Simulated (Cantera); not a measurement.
Feed: 1 mol CuO, 2.5 mol HF, 6.2 mol O2, at 0.133 bar.

These are equilibrium values from Cantera (NASA tables, ideal gas, pure condensed phases), not measurements of a reactor. Candidate condensed phases: Cu, CuF2, CuO, Cu(OH)2, Cu2O, H2O; 27 gas species. The numbers say what is thermodynamically allowed, not how fast it happens.

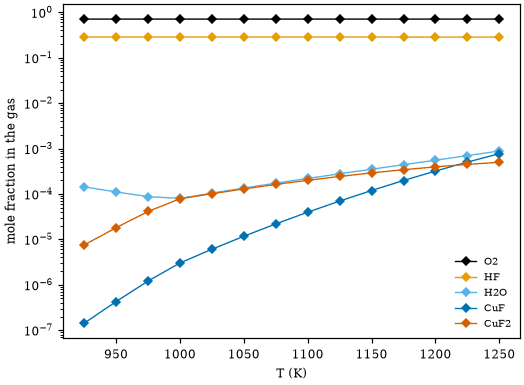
Figure: Equilibrium gas composition (values under 1e-9 drawn at 1e-9)

### Question
Read off the mole fractions at 1225 K.

### Answer
O2 about 0.71, HF about 0.29, H2O about 0.00070, CuF about 0.00050, CuF2 about 0.00045.
